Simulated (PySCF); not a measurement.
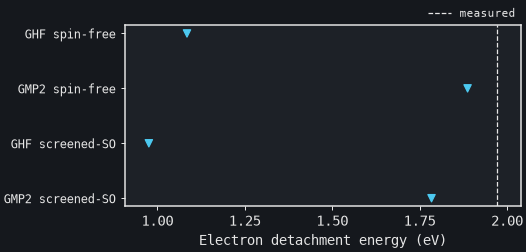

The electron detachment energy of Te⁻ ([Kr] 4d¹⁰ 5s² (5p₁/₂)² (5p₃/₂)³ → [Kr] 4d¹⁰ 5s² (5p₁/₂)² (5p₃/₂)²) across levels of theory. PySCF, x2c-TZVPall-2c plus 1 diffuse shell for each l, two-component X2C-1e. 28 core electrons frozen.

### Which methods come out highest, lowest and best?

The values run from 0.976 eV (GHF screened-SO) to 1.887 eV (GMP2 spin-free). The measured value is 1.971 eV; nearest to it come GMP2 spin-free (−0.084) and GMP2 screened-SO (−0.187), furthest GHF screened-SO (−0.995 eV).

| Method | Electron detachment energy (eV) |
| --- | --- |
| GHF spin-free | 1.085 |
| GMP2 spin-free | 1.887 |
| GHF screened-SO | 0.976 |
| GMP2 screened-SO | 1.784 |
